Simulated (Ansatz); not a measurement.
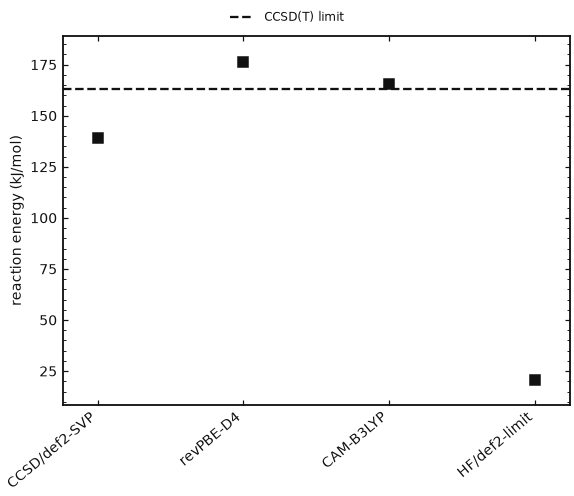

Electronic reaction energy of CH₄AlF (F[CH2][AlH2]) → AlH₂F ([F][AlH2]) + CH₂ ([CH2]) [triplet] (SMILES in brackets) at several levels (functionals in def2-TZVPP unless a basis is named), isolated molecules at PBE0-D4 triple-zeta geometries, minima by their frequencies, no zero-point or thermal terms, the Ansatz code. The line is frozen-core CCSD(T) at the basis limit (MP2 extrapolated from triple and quadruple zeta, plus CCSD(T) less MP2 in a smaller set). No dispersion term is added to CAM-B3LYP. The distance of CCSD/def2-SVP to the limit includes basis error. The limit lies 9.1 kJ/mol from CCSD(T)/def2-TZVPP, so the line itself is uncertain by a part of that.

Q: Which level comes closest to the line (CCSD(T) limit), and which misses most?

A: Closest CAM-B3LYP (165.5 kJ/mol), against 162.9 kJ/mol; farthest HF/def2-limit (20.8 kJ/mol).

Q: Give the values.

A:
| level | kJ/mol | less CCSD(T) limit |
| --- | --- | --- |
| CCSD/def2-SVP | 139.1 | −23.8 |
| revPBE-D4 | 176.4 | 13.5 |
| CAM-B3LYP | 165.5 | 2.6 |
| HF/def2-limit | 20.8 | −142.1 |
| CCSD(T) limit | 162.9 | 0.0 |

Known limits of this run: other spin states of the triplet species weren't compared here.
